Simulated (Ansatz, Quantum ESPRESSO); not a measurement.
# Thickness dependence of 1T-SnSe2, part 4 of 8

Aim: screening, gap and ionisation potential of 1T-SnSe2 against the number of layers.

Quantum ESPRESSO 7.5; plane-wave DFT, PBE, GBRV ultrasoft pseudopotentials; geometry by Ansatz 0.2.0 with PAW datasets.

So far. Step 6 (Electrostatic potential, 1 layer): The slope in the vacuum is 0.100 eV/Å for an applied 0.10 V/Å, as it should be. Step 7 (Band structure, 1 layer: no field): Along this path the valence top lies between Γ and M and the conduction bottom at M.

## (9) Relaxation with Ansatz, 2 layers

Level of this step: plane-wave DFT, PBE-D3(BJ), Ansatz PAW (Ansatz 0.2.0).

System of this step: 1T-SnSe2, 2 layers, AA stacking. The cell holds 6 atoms: 4 Se and 2 Sn. Cell: a = 3.870 Å, b = 3.870 Å, c = 24.521 Å, α = 90.0°, β = 90.0°, γ = 120.0°. It derives from SnSe2. Vacuum lies along c.

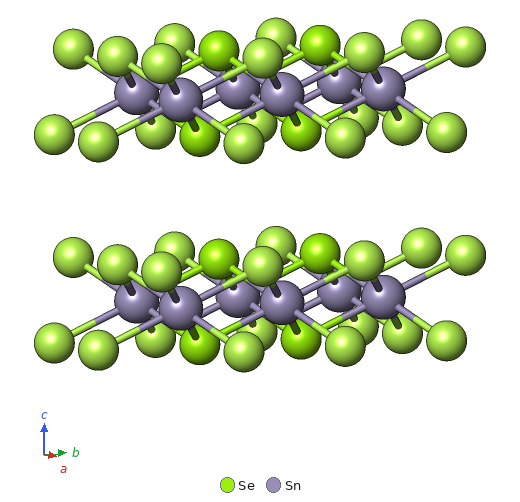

The cell of this step (selenium green, tin purple). 1×2×1 cells are drawn. Some periodic images of atoms are drawn too.

File input.yaml:

```yaml
crystal:
  lattice:
    - [3.87, 0.0, 0.0]
    - [-1.935, 3.3515183126, 0.0]
    - [0.0, 0.0, 24.5209780857]
  atoms:
    - { symbol: Se, position: [0.6666666667, 0.3333333333, 0.3466419639] }
    - { symbol: Sn, position: [0.0, 0.0, 0.3896763207] }
    - { symbol: Se, position: [0.3333333333, 0.6666666667, 0.4327106776] }
    - { symbol: Se, position: [0.6666666667, 0.3333333333, 0.5672893224] }
    - { symbol: Sn, position: [0.0, 0.0, 0.6103236793] }
    - { symbol: Se, position: [0.3333333333, 0.6666666667, 0.6533580361] }
kpoints:
  mp_grid: { grid: [6, 6, 1] }
hamiltonian:
  xc: pbe
  dispersion: d3bj
scf:
  occupations: { method: fermi_dirac, width: 0.05 }
  convergence: { dr2_threshold: 1.0e-08 }
efield:
  axis: 3
  dipole_correction: true
  ramp_position: 0.97
  ramp_width: 0.04
relax:
  f_tol: 0.01
  cell: { fix: [c, alpha, beta] }
output:
  write_potential: true
  write_density: true
  volumetric_format: npy
```

Command:

```
$ ansatz run input.yaml --threads 4 --pin off --max-ram 8192MiB --backend cpu --events-out ev --progress --plain --runs-dir out
```

Numbers of over 12 decimals in the logs are rounded to 6 here.

What it wrote:

```text
[...]
Crystal: 6 atoms, lattice volume = 318.046 Å³
Basis set: ecut = 420 eV, 6285 PW (Γ), exchange–correlation on 54×54×360 points (8 copies of the dense FFT grid, shifted against one another)
Bands: 56, of which v1, the nominal top of the filled ones, is band 46 counted from 1 (45 counted from 0)
Symmetry: 6 space group operations
k-points: 7 of 36 (time reversal used)
[...]
SCF iter   1: F=—  HF=-33922.960292 eV  |F-HF|=—  |Δ(HF+E_count)|=         —  Δρ=2.49e-3  dr2=4.97e-2  ethr=1.77e-3  p=-0.000 e·Å  D=-1.95e-4 V/Å  ΔV_dip=0.00 eV  dr2_dipole=1.26e-6  V_vac-E_F(+/−)=5.32/5.32 eV  ⟨swp⟩=9.1  Hψ=1838  notcnv=0  defer=2
[...]
SCF iter  10: F=-33922.947497 eV  HF=-33922.947497 eV  |F-HF|=8.15e-10  |Δ(HF+E_count)|=   5.65e-9  Δρ=5.43e-7  dr2=2.36e-9  ethr=1.09e-11  p=0.000 e·Å  D=5.52e-6 V/Å  ΔV_dip=-0.00 eV  dr2_dipole=1.48e-10  V_vac-E_F(+/−)=5.34/5.34 eV  ⟨swp⟩=9.9  Hψ=2535  notcnv=0
SCF 1 converged in 10 iterations: F = -33922.947497 eV  dr2 = 2.36e-9
[...]
relax step   1: F+E_penalty+E_count = -33922.94749699 eV  Δ(F+E_penalty+E_count) = +0.000e0 eV  max|allowed force component| = 5.239e0 eV/Å  Δτ_max = 0.0000 Å  P = +13.347 GPa  Ω = 318.046 Å³  fix = [c, alpha, beta]  reactions: c +10.834 GPa  (10 SCF iters, accepted)
Crystal: 6 atoms, lattice volume = 331.173 Å³
Basis set: ecut = 420 eV, 6561 PW (Γ), exchange–correlation on 54×54×360 points (8 copies of the dense FFT grid, shifted against one another)
[...]
SCF iter  10: F=-33926.741849 eV  HF=-33926.741849 eV  |F-HF|=2.72e-9  |Δ(HF+E_count)|=   3.90e-8  Δρ=1.04e-6  dr2=3.95e-9  ethr=1.09e-11  p=-0.000 e·Å  D=-5.33e-6 V/Å  ΔV_dip=0.00 eV  dr2_dipole=2.15e-10  V_vac-E_F(+/−)=5.55/5.55 eV  ⟨swp⟩=7.3  Hψ=2692  notcnv=0
SCF 2 converged in 10 iterations: F = -33926.741849 eV  dr2 = 3.95e-9
relax step   2: F+E_penalty+E_count = -33926.74184918 eV  Δ(F+E_penalty+E_count) = -3.794e0 eV  max|allowed force component| = 2.782e0 eV/Å  Δτ_max = 0.1949 Å  P = +5.123 GPa  Ω = 331.173 Å³  energy of the carried Pulay correction = -2.357e-3 eV  fix = [c, alpha, beta]  reactions: c +6.557 GPa  (10 SCF iters, accepted)
Crystal: 6 atoms, lattice volume = 326.929 Å³
Basis set: ecut = 420 eV, 6501 PW (Γ), exchange–correlation on 54×54×360 points (8 copies of the dense FFT grid, shifted against one another)
[...]
SCF iter  10: F=-33928.196375 eV  HF=-33928.196375 eV  |F-HF|=2.71e-9  |Δ(HF+E_count)|=   3.71e-8  Δρ=9.04e-7  dr2=5.54e-9  ethr=1.09e-11  p=0.000 e·Å  D=8.30e-7 V/Å  ΔV_dip=-0.00 eV  dr2_dipole=7.96e-10  V_vac-E_F(+/−)=5.46/5.46 eV  ⟨swp⟩=7.9  Hψ=2531  notcnv=0
SCF 3 converged in 10 iterations: F = -33928.196375 eV  dr2 = 5.54e-9
relax step   3: F+E_penalty+E_count = -33928.19637475 eV  Δ(F+E_penalty+E_count) = -1.455e0 eV  max|allowed force component| = 1.122e0 eV/Å  Δτ_max = 0.1947 Å  P = +1.653 GPa  Ω = 326.929 Å³  energy of the carried Pulay correction = -1.606e-3 eV  fix = [c, alpha, beta]  reactions: c +3.315 GPa  (10 SCF iters, accepted)
[...]
relax step   4: F+E_penalty+E_count = -33928.47734928 eV  Δ(F+E_penalty+E_count) = -2.810e-1 eV  max|allowed force component| = 1.488e-1 eV/Å  Δτ_max = 0.1942 Å  P = +0.288 GPa  Ω = 316.561 Å³  energy of the carried Pulay correction = +2.728e-4 eV  fix = [c, alpha, beta]  reactions: c +0.502 GPa  (10 SCF iters, accepted)
[...]
relax step   5: F+E_penalty+E_count = -33928.52540485 eV  Δ(F+E_penalty+E_count) = -4.806e-2 eV  max|allowed force component| = 9.708e-2 eV/Å  Δτ_max = 0.1911 Å  P = -0.179 GPa  Ω = 315.388 Å³  energy of the carried Pulay correction = +4.893e-4 eV  fix = [c, alpha, beta]  reactions: c -0.097 GPa  (10 SCF iters, accepted)
[...]
relax step   6: F+E_penalty+E_count = -33928.52856077 eV  Δ(F+E_penalty+E_count) = -3.156e-3 eV  max|allowed force component| = 3.782e-2 eV/Å  Δτ_max = 0.0320 Å  P = -0.086 GPa  Ω = 314.167 Å³  energy of the carried Pulay correction = +7.155e-4 eV  fix = [c, alpha, beta]  reactions: c -0.034 GPa  (10 SCF iters, accepted)
[...]
relax step   7: F+E_penalty+E_count = -33928.52941372 eV  Δ(F+E_penalty+E_count) = -8.529e-4 eV  max|allowed force component| = 3.041e-3 eV/Å  Δτ_max = 0.0134 Å  P = +0.017 GPa  Ω = 312.940 Å³  energy of the carried Pulay correction = +9.434e-4 eV  fix = [c, alpha, beta]  reactions: c +0.022 GPa  (8 SCF iters, accepted)
[...]
SCF iter   3: F=-33928.528915 eV  HF=-33928.528915 eV  |F-HF|=3.20e-10  |Δ(HF+E_count)|=   3.84e-8  Δρ=1.52e-6  dr2=4.20e-9  ethr=1.09e-11  p=0.000 e·Å  D=3.10e-7 V/Å  ΔV_dip=-0.00 eV  dr2_dipole=1.05e-10  V_vac-E_F(+/−)=5.58/5.58 eV  ⟨swp⟩=12.0  Hψ=2638  notcnv=0
SCF 8 converged in 3 iterations: F = -33928.528915 eV  dr2 = 4.20e-9
relax step   8: F+E_penalty+E_count = -33928.52891507 eV  Δ(F+E_penalty+E_count) = +4.986e-4 eV  max|allowed force component| = 2.869e-3 eV/Å  Δτ_max = 0.0000 Å  P = +0.004 GPa  Ω = 312.940 Å³  fix = [c, alpha, beta]  reactions: c +0.010 GPa  stress off target by 1.79e-3 GPa on what of the cell is left free  SCF on the basis re-selected at this cell (its energy is not comparable with the rows above)  (3 SCF iters)
basis re-selected at this cell: Δ(F+E_penalty+E_count) = +4.986e-4 eV, ΔP = -0.013 GPa vs the last step (what re-selecting the basis moved, of the pressure what is left beyond the Pulay correction that the steps carried, after the strain that the cell walked since its last selection, with what the two solves' SCF thresholds leave and, on support functions, any second-order correction that the steps lacked; it is no m [...]
SCF converged after 3 iterations
Free energy (F): -33928.528915 eV
[...]
Internal energy: -33928.528653 eV  (E = F + TS)
E sigma→0 (E₀):  -33928.528784 eV
Entropy (-TS):   -0.000262 eV (-0.044 meV/atom)
Fermi energy:    1.335271 eV
Dipole field:    D = 0.000011 V/Å  (p = 0.000020 e·Å, saw-weighted, corrected)
Work function:   Φ+ = 5.5842 eV   Φ− = 5.5845 eV
[...]
--- Forces (eV/Å), atoms counted from 1 ---
  atom   1  Se     0.00000000    -0.00000000    -0.00114294
  atom   2  Sn     0.00000000     0.00000000    -0.00247441
  atom   3  Se    -0.00000000     0.00000000    -0.00286892
  atom   4  Se     0.00000000    -0.00000000     0.00285858
  atom   5  Sn     0.00000000    -0.00000000     0.00249781
  atom   6  Se    -0.00000000     0.00000000     0.00112805
  max |Σ_I F_I| component: 1.84e-6 eV/Å
--- Stress (GPa, compression-positive) ---
        0.001794       0.000000      -0.000000
       -0.000000       0.001794      -0.000000
       -0.000000      -0.000000       0.009630
  P = ⅓ Tr σ = 0.0044 GPa (0.044 kbar)
--- Band table (eV; the first three rows and the last of 7) ---
  k-point 0: bands = [... 42 lower, 0.7524, 0.7524, 0.8761, 0.8761, 2.2348, 3.1306, 3.9966, 4.1113, ... 6 higher]
  k-point 1: bands = [... 42 lower, -0.1656, 0.7215, 0.7722, 0.9788, 2.9743, 3.2836, 4.7024, 5.0722, ... 6 higher]
  k-point 2: bands = [... 42 lower, -0.0558, 0.4665, 0.5204, 0.8188, 2.0656, 2.4476, 4.9928, 5.2403, ... 6 higher]
  k-point 6: bands = [... 42 lower, -0.3558, -0.3558, 0.4545, 0.4545, 2.3108, 3.0723, 5.7756, 5.7756, ... 6 higher]
--- Relaxed structure (7 steps of the walk, 7 accepted, 1 SCFs on fresh bases) ---
[...]
cell:  # Å, volume = 312.9404 Å³
    - [3.838810, -2.3085255873350854e-18, 0]
    - [-1.919405, 3.324507, 0]
    - [0, 0, 24.5209780857]
  atoms:
    - { symbol: Se, position: [0.666667, 0.333333, 0.313484] }
    - { symbol: Sn, position: [5.257079641322092e-18, 0, 0.378466] }
    - { symbol: Se, position: [0.333333, 0.666667, 0.443469] }
    - { symbol: Se, position: [0.666667, 0.333333, 0.556531] }
    - { symbol: Sn, position: [-5.257071813284834e-18, 0, 0.621533] }
    - { symbol: Se, position: [0.333333, 0.666667, 0.686516] }
```

Wall time 28 s (4 threads of Arm Neoverse V1, shared host); peak memory 0.72 GiB; 1.7 min of CPU time.

Step by step:

```tsv
step	energy less that of the first step (eV)	largest force component (eV/Å)	pressure (GPa)	volume (Å³)
1	0.0000	5.2388	13.35	318.05
2	-3.7944	2.7817	5.12	331.17
3	-5.2489	1.1224	1.65	326.93
4	-5.5299	0.1488	0.29	316.56
5	-5.5779	0.0971	-0.18	315.39
6	-5.5811	0.0378	-0.09	314.17
7	-5.5819	0.0030	0.02	312.94
8*	-5.5814	0.0029	0.00	312.94
```

Relaxation steps marked * repeat the geometry before them on a plane-wave basis chosen anew for their cell, so energy and pressure can jump there.

Forces are held to the 6 operations that the run works with; a distortion that breaks them can't arise in this run.

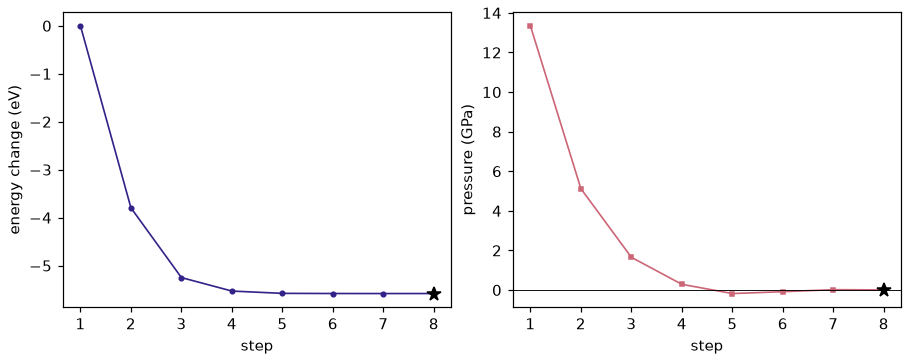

Energy and pressure along the relaxation. Stars mark steps on a basis chosen anew.

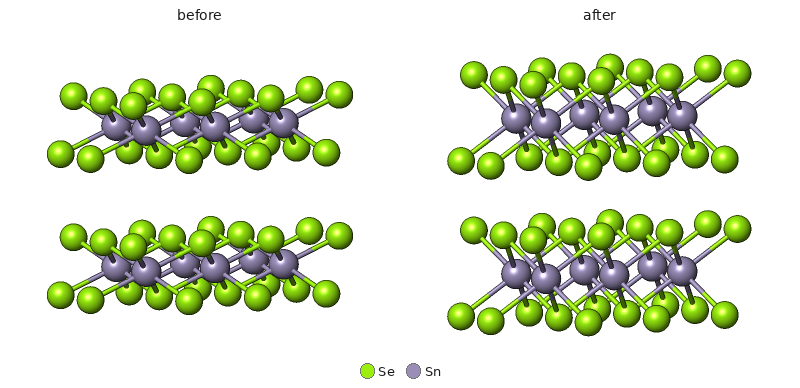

Before and after, at one scale.

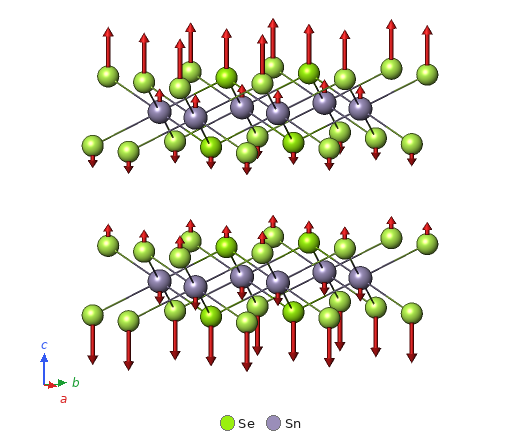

Displacements in the relaxation, exaggerated, measured against the changing cell; the longest in the cell stands for 0.81 Å. 1×2×1 cells are drawn. Some periodic images of atoms are drawn too.

```tsv
cell as run	before	after	change
a (Å)	3.870	3.839	-0.8 %
b (Å)	3.870	3.839	-0.8 %
```

The atoms that moved most (Å, along periodic axes as changes of fractional coordinates times the final cell, across vacuum about the mean position):

```tsv
atom	dx	dy	dz	length
Se6	0.000	0.000	0.813	0.813
Se1	0.000	0.000	-0.813	0.813
Sn2	0.000	0.000	-0.275	0.275
Sn5	0.000	0.000	0.275	0.275
Se3	0.000	0.000	0.264	0.264
Se4	0.000	0.000	-0.264	0.264
```

Final coordinates:

```xyz
6
Lattice="3.8388 0.0000 0.0000 -1.9194 3.3245 0.0000 0.0000 0.0000 24.5210" Properties=species:S:1:pos:R:3
Se    1.9194    1.1082    7.6869
Sn    0.0000    0.0000    9.2804
Se    0.0000    2.2163   10.8743
Se    1.9194    1.1082   13.6467
Sn    0.0000    0.0000   15.2406
Se    0.0000    2.2163   16.8340
```

This step gave:

| Quantity | Value |
| --- | --- |
| free energy | -33928.5289 eV |
| energy at zero smearing | -33928.5288 eV |
| Fermi energy | 1.335 eV |
| gap by band count | 0.6676 eV |
| dipole along the normal | 1.96e-5 e·Å |
| vacuum level at the upper face over a Fermi level inside the gap | 5.584 eV |
| vacuum level at the lower face over a Fermi level inside the gap | 5.584 eV |

## (10) SCF with pw.x, 2 layers: no field

Level of this step: plane-wave DFT, PBE, GBRV ultrasoft pseudopotentials (Quantum ESPRESSO 7.5).

File n2.f0.in:

```
&control
  prefix = 'n2.f0'
  outdir = './out'
  pseudo_dir = './pseudo'
  calculation = 'scf'
  tprnfor = .true.
  tefield = .true.
  dipfield = .true.
/
&system
  ibrav = 0
  nat = 6
  ntyp = 2
  ecutwfc = 40
  ecutrho = 200
  occupations = 'smearing'
  smearing = 'fd'
  degauss = 0.004
  edir = 3
  emaxpos = 0.97
  eopreg = 0.04
  eamp = 0.0
  nbnd = 30
/
&electrons
  conv_thr = 1e-09
  mixing_beta = 0.4
  electron_maxstep = 120
  mixing_mode = 'plain'
/
ATOMIC_SPECIES
  Se  78.9710  se_pbe_v1.uspp.F.UPF
  Sn  118.7100  sn_pbe_v1.4.uspp.F.UPF
CELL_PARAMETERS angstrom
  3.83880997504888 -0.00000000000000 -0.00000000000000
  -1.91940498752444 3.32450695869344 -0.00000000000000
  -0.00000000000000 -0.00000000000000 24.52097808570000
ATOMIC_POSITIONS crystal
  Se  0.666666666667 0.333333333333 0.313484043721
  Sn  0.000000000000 0.000000000000 0.378466497541
  Se  0.333333333333 0.666666666667 0.443469292799
  Se  0.666666666667 0.333333333333 0.556530709461
  Sn  -0.000000000000 -0.000000000000 0.621533485767
  Se  0.333333333333 0.666666666667 0.686515970712
K_POINTS automatic
  6 6 1 0 0 0
```

Command:

```
$ OMP_NUM_THREADS=1 mpirun -n 4 pw.x -nk 2 -in n2.f0.in > n2.f0.out
```

What it wrote:

```text
[banner, memory and clock lines left out]
Program PWSCF v.7.5 starts
[...]
number of electrons       =        52.00
     number of Kohn-Sham states=           30
     kinetic-energy cutoff     =      40.0000  Ry
     charge density cutoff     =     200.0000  Ry
[...]
number of k points=    20  Fermi-Dirac smearing, width (Ry)=  0.0040
[...]
Dense  grid:   100973 G-vectors     FFT dimensions: (  36,  36, 216)
[...]
negative rho (up, down):  2.755E-04 0.000E+00
[...]
Starting wfcs are   34 randomized atomic wfcs
[...]
negative rho (up, down):  1.255E-04 0.000E+00
[...]
estimated scf accuracy    <       0.96001092 Ry
[...]
negative rho (up, down):  2.102E-04 0.000E+00
[...]
estimated scf accuracy    <       0.14293315 Ry
[...]
negative rho (up, down):  2.974E-04 0.000E+00
[...]
estimated scf accuracy    <       0.01695339 Ry
[...]
negative rho (up, down):  3.336E-04 0.000E+00
[...]
estimated scf accuracy    <       0.03596196 Ry
[...]
negative rho (up, down):  4.065E-04 0.000E+00
[...]
estimated scf accuracy    <       0.00278729 Ry
[...]
negative rho (up, down):  4.184E-04 0.000E+00
[...]
estimated scf accuracy    <       0.00183223 Ry
[...]
negative rho (up, down):  4.331E-04 0.000E+00
[...]
estimated scf accuracy    <       0.00060724 Ry
[...]
negative rho (up, down):  4.371E-04 0.000E+00
[...]
estimated scf accuracy    <       0.00010837 Ry
[...]
negative rho (up, down):  4.397E-04 0.000E+00
[...]
estimated scf accuracy    <       0.00000429 Ry
[...]
negative rho (up, down):  4.412E-04 0.000E+00
[...]
estimated scf accuracy    <       0.00000365 Ry
[...]
negative rho (up, down):  4.419E-04 0.000E+00
[...]
estimated scf accuracy    <       0.00000028 Ry
[...]
negative rho (up, down):  4.423E-04 0.000E+00
[...]
estimated scf accuracy    <       0.00000001 Ry
[...]
negative rho (up, down):  4.426E-04 0.000E+00
[...]
Total length         44.4844 bohr
[...]
estimated scf accuracy    <       0.00000001 Ry
[...]
negative rho (up, down):  4.429E-04 0.000E+00
[...]
Computed dipole along edir(3) :
        Dipole               -0.0000 Ry au,         -0.0000 Debye
        Dipole field         -0.0000 Ry au,
        Potential amp.        0.0000 Ry
        Total length         44.4844 bohr
[...]
the Fermi energy is     0.6110 ev
!    total energy              =    -493.02800993 Ry
     estimated scf accuracy    <          3.3E-10 Ry
     smearing contrib. (-TS)   =      -0.00003677 Ry
     internal energy E=F+TS    =    -493.02797316 Ry
[...]
one-electron contribution =   -1881.83568419 Ry
     hartree contribution      =     958.93325960 Ry
     xc contribution           =    -204.91067431 Ry
     ewald contribution        =     634.78512574 Ry
     electric field correction =       0.00000000 Ry
     convergence has been achieved in  14 iterations
     negative rho (up, down):  4.429E-04 0.000E+00
[...]
Total force =     0.006938     Total SCF correction =     0.000028
[...]
```

The job ended after 58 s (4 MPI ranks; peak memory 0.66 GiB).

This step gave:

```
free energy                          : -6707.9878 eV
energy at zero smearing              : -6707.9876 eV
Fermi energy                         : 0.611 eV
dipole along the normal              : 0 e·Å
valence top, on the run's zero       : 0.2554 eV
conduction bottom, on the run's zero : 0.9149 eV
gap by band count                    : 0.6595 eV
```

## (11) Potential by pp.x, 2 layers

File n2.f0.pot.in:

```
&inputpp
  prefix = 'n2.f0'
  outdir = './out'
  filplot = 'n2.f0.pot.dat'
  plot_num = 11
/
```

Command:

```
$ OMP_NUM_THREADS=1 mpirun -n 4 pp.x -in n2.f0.pot.in > n2.f0.pot.out
```

Run time: 1.1 s. Hardware: 4 MPI ranks; peak memory 0.11 GiB; 4.3 s of CPU time.

Read from the output:

| Item | Value |
| --- | --- |
| slope of the potential above | 5.38e-5 eV/Å |
| upper vacuum line continued to the top atoms, over the valence top | 5.938 eV |
| slope of the potential below | -3.55e-5 eV/Å |
| lower vacuum line continued to the bottom atoms, over the valence top | 5.938 eV |
| vacuum level at the upper face over the valence top of the mesh | 5.939 eV |
| vacuum level at the lower face over the valence top of the mesh | 5.939 eV |

## (12) SCF with pw.x, 2 layers: field 0.1 V/Å

n2.f1.in is the input of step 10 with these lines changed:

```diff
@@ -1,3 +1,3 @@
 &control
-  prefix = 'n2.f0'
+  prefix = 'n2.f1'
   outdir = './out'
@@ -21,3 +21,3 @@
   eopreg = 0.04
-  eamp = 0.0
+  eamp = 0.00194469
   nbnd = 30
@@ -29,2 +29,3 @@
   mixing_mode = 'plain'
+  startingpot = 'file'
 /
```

Command:

```
$ cp -r out/n2.f0.save out/n2.f1.save
$ OMP_NUM_THREADS=1 mpirun -n 4 pw.x -nk 2 -in n2.f1.in > n2.f1.out
```

What it wrote:

```text
[banner, memory and clock lines left out]
Program PWSCF v.7.5 starts
[...]
number of electrons       =        52.00
     number of Kohn-Sham states=           30
     kinetic-energy cutoff     =      40.0000  Ry
     charge density cutoff     =     200.0000  Ry
[...]
number of k points=    20  Fermi-Dirac smearing, width (Ry)=  0.0040
[...]
Dense  grid:   100973 G-vectors     FFT dimensions: (  36,  36, 216)
[...]
The initial density is read from file :
[...]
negative rho (up, down):  4.429E-04 0.000E+00
[...]
Starting wfcs are   34 randomized atomic wfcs
[...]
negative rho (up, down):  4.419E-04 0.000E+00
[...]
estimated scf accuracy    <       0.04766470 Ry
[...]
negative rho (up, down):  4.379E-04 0.000E+00
[...]
estimated scf accuracy    <       9.66265924 Ry
[...]
negative rho (up, down):  4.385E-04 0.000E+00
[...]
estimated scf accuracy    <       0.01290981 Ry
[...]
negative rho (up, down):  4.394E-04 0.000E+00
[...]
estimated scf accuracy    <       0.00876879 Ry
[...]
negative rho (up, down):  4.402E-04 0.000E+00
[...]
estimated scf accuracy    <       0.00687024 Ry
[...]
negative rho (up, down):  4.411E-04 0.000E+00
[...]
estimated scf accuracy    <       0.00420231 Ry
[...]
negative rho (up, down):  4.417E-04 0.000E+00
[...]
estimated scf accuracy    <       0.00232782 Ry
[...]
negative rho (up, down):  4.420E-04 0.000E+00
[...]
estimated scf accuracy    <       0.00147947 Ry
[...]
negative rho (up, down):  4.423E-04 0.000E+00
[...]
estimated scf accuracy    <       0.00110700 Ry
[...]
negative rho (up, down):  4.434E-04 0.000E+00
[...]
estimated scf accuracy    <       0.00083859 Ry
[...]
negative rho (up, down):  4.434E-04 0.000E+00
[...]
estimated scf accuracy    <       0.00001253 Ry
[...]
negative rho (up, down):  4.432E-04 0.000E+00
[...]
estimated scf accuracy    <       0.00000034 Ry
[...]
negative rho (up, down):  4.430E-04 0.000E+00
[...]
estimated scf accuracy    <       0.00000007 Ry
[...]
negative rho (up, down):  4.429E-04 0.000E+00
[...]
estimated scf accuracy    <       0.00000002 Ry
[...]
negative rho (up, down):  4.428E-04 0.000E+00
[...]
estimated scf accuracy    <          4.8E-09 Ry
[...]
negative rho (up, down):  4.428E-04 0.000E+00
[...]
estimated scf accuracy    <          1.0E-09 Ry
[...]
negative rho (up, down):  4.427E-04 0.000E+00
[...]
Computed dipole along edir(3) :
        Dipole                0.1441 Ry au,          0.3663 Debye
        Dipole field          0.0009 Ry au,
        E field amplitude [Ha a.u.]:  1.9447E-03
        Potential amp.        0.0967 Ry
        Total length         44.4844 bohr
[...]
the Fermi energy is     0.6249 ev
!    total energy              =    -493.02829035 Ry
     estimated scf accuracy    <          3.1E-10 Ry
     smearing contrib. (-TS)   =      -0.00003782 Ry
     internal energy E=F+TS    =    -493.02825252 Ry
[...]
one-electron contribution =   -1881.83446731 Ry
     hartree contribution      =     958.93214729 Ry
     xc contribution           =    -204.91062133 Ry
     ewald contribution        =     634.78512574 Ry
     electric field correction =      -0.00043692 Ry
     convergence has been achieved in  17 iterations
     negative rho (up, down):  4.427E-04 0.000E+00
[...]
Total force =     0.007130     Total SCF correction =     0.000080
[...]
```

Elapsed: 69 s, on 4 MPI ranks; peak memory 0.67 GiB.

This step gave:

- free energy: -6707.9916 eV
- energy at zero smearing: -6707.9914 eV
- Fermi energy: 0.6249 eV
- dipole along the normal: 0.07626 e·Å
- valence top, on the run's zero: 0.2714 eV
- conduction bottom, on the run's zero: 0.9269 eV
- gap by band count: 0.6555 eV

## (13) Potential by pp.x, 2 layers

File n2.f1.pot.in:

```
&inputpp
  prefix = 'n2.f1'
  outdir = './out'
  filplot = 'n2.f1.pot.dat'
  plot_num = 11
/
```

Command:

```
$ OMP_NUM_THREADS=1 mpirun -n 4 pp.x -in n2.f1.pot.in > n2.f1.pot.out
```

Elapsed: 1.2 s, on 4 MPI ranks; peak memory 0.11 GiB; 4.4 s of CPU time.

Read from the output:

| Property | Result |
| --- | --- |
| slope of the potential above | 0.1000 eV/Å |
| upper vacuum line continued to the top atoms, over the valence top | 5.853 eV |
| slope of the potential below | 0.09996 eV/Å |
| lower vacuum line continued to the bottom atoms, over the valence top | 6.020 eV |

The slope in the vacuum is 0.100 eV/Å for an applied 0.10 V/Å, as it should be.

(Part 4 of 8 ends here.)

[Logs are printed without paths, hosts, clocks, repeated set-up lines and the standing remarks that a program may print on its own settings, such as how far it seeks lower states.]

[Hosts, paths, dates, database ids (printed as entryN), source tags and the programs' standing remarks are cut or masked in the printed files.]

[Maps of the electrostatic potential energy from Ansatz leave out the sawtooth potential of an applied field or a dipole correction, so their vacuum need not be flat; planar profiles and work functions include it.]
